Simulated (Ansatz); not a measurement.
One crystal and one scan (scan of one atom of the cell) at two levels, PBE (plane waves to 420 eV, PAW, scalar-relativistic; Ansatz, a first-principles code) and r2SCAN (plane waves to 500 eV, PAW, scalar-relativistic; Ansatz), each from its own relaxed cell and on its own mesh. The cell shown is that of PBE.

Starting cell, NiSi₂ (fluorite type, space group Fm-3m):

```yaml
crystal:
  lattice:
    - [0.00000, 2.72203, 2.72203]
    - [2.72203, 0.00000, 2.72203]
    - [2.72203, 2.72203, 0.00000]
  atoms:
    - { symbol: Ni, position: [0.00000, 0.00000, 0.00000] }
    - { symbol: Si, position: [0.25000, 0.25000, 0.25000] }
    - { symbol: Si, position: [0.75000, 0.75000, 0.75000] }
```

In this cell atom 2 (Si, nearest neighbour Ni at 2.357 Å; its periodic images, 3.8 Å or more away, move with it) is moved by s towards the nearest neighbour, unit vector (-0.577, -0.577, -0.577); all other atoms and the cell stay fixed.

E stands for the smeared free energy. NiSi2 is run without spin polarisation. NiSi2 was relaxed with its symmetry unable to fall. The PAW data are Ansatz's earlier set. (r2SCAN) On this mesh the relaxed cell isn't quite at rest: it carries a pressure of -0.3 GPa (compression positive) at the zero of the scan. With partly filled bands, energies and forces of such displacements shift with the k mesh and the smearing. Percentages come from the unrounded values.

```json
[
 {"quantity": "Lattice constant a (Å)", "PBE": "5.444", "r2SCAN": "5.390", "PBE − r2SCAN": "+0.054 (+1.0 %)"},
 {"quantity": "Force constant k = d²E/ds² at s = 0 (finite differences) (eV/Å²)", "PBE": "7.19", "r2SCAN": "8.57", "PBE − r2SCAN": "-1.38 (-16 %)"}
]
```

PBE gives the higher value for: lattice constant a. PBE gives the lower value for: force constant k = d²E/ds² at s = 0. Both give the same shape of the curve: a single well with its minimum at or next to zero displacement. Neither level is exact: the differences show how much the result hangs on the functional.

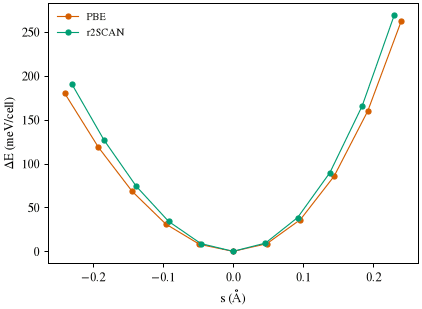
ΔE, each from the undisplaced structure of its own level.

(A displaced cell: forces are minus the slopes of the energy, force constants its curvatures, and phonons follow from these.)
